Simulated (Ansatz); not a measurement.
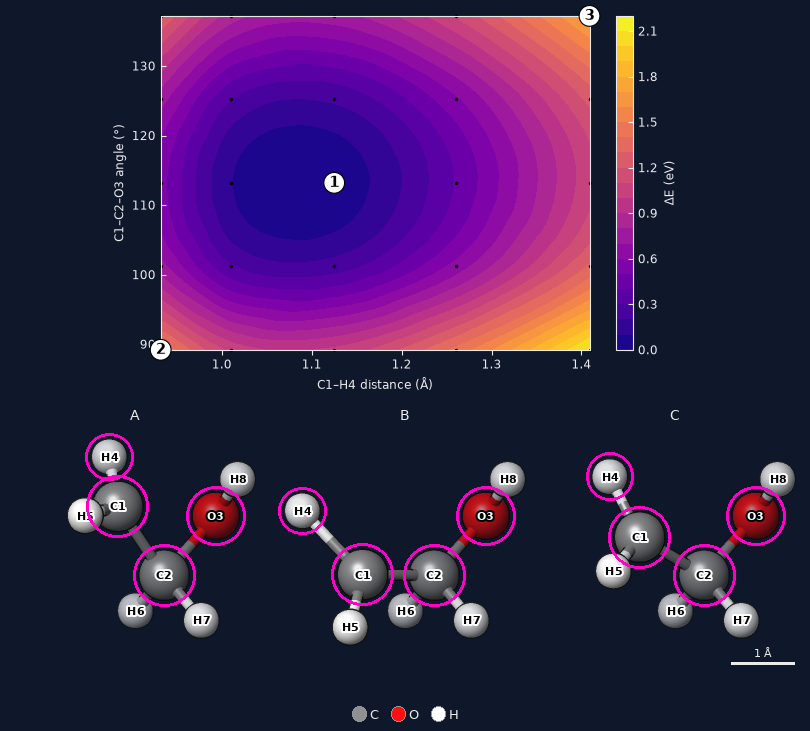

C2H5O (multiplicity 2): the C1–H4 distance and the C1–C2–O3 angle are varied on a grid, with the rest of the molecule carried along rigidly. The map is interpolated between the computed points (dots). The frames are shuffled; each belongs to one numbered point. Style: ball-and-stick. Shown at a tilt. The ringed atoms are those of the scanned coordinates.

Level of theory: CCSD(T) (def2-TZVPP, Ansatz), on geometries moved rigidly from the minimum at PBE0-D4/def2-TZVP. Coupled cluster with a frozen core. Energies are counted from the PBE0-D4/def2-TZVP minimum geometry at the same level.

Which frame belongs to which numbered point?

Point 1 is frame C, at (1.125, 113.2) and 0.030 eV; 2 is frame A, at (0.932, 89.2) and 1.487 eV; 3 is frame B, at (1.409, 137.2) and 1.738 eV. In pairs of (C1–H4 distance (Å); C1–C2–O3 angle (°)): the lowest computed point lies at (1.125, 113.2) (0.030 eV), the highest at (1.409, 89.2) (2.111 eV).  Over the ranges scanned the energy rises by about as much along both axes.
